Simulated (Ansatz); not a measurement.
The starting structures come from a database of crystals and need not be the phases stable at ambient conditions.

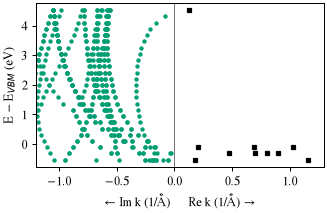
Figure. Complex bands at the centre of the two-dimensional zone; r2SCAN (Ansatz, a program for electronic structure)

No gap correction and no spin-orbit coupling; mid-gap values are interpolated between computed energies.

This is Sr(AsO3)2 (P-31m, not sure to be the ambient phase, 9 atoms a cell, 12.5 Å³ an atom) along the normal of (110). Read off the slowest decay at the centre of the two-dimensional zone at 2.21 eV, the computed energy nearest the middle of the gap.

κ ≈ 0.33 1/Å, a decay length 1/(2κ) of the density of 1.5 Å.
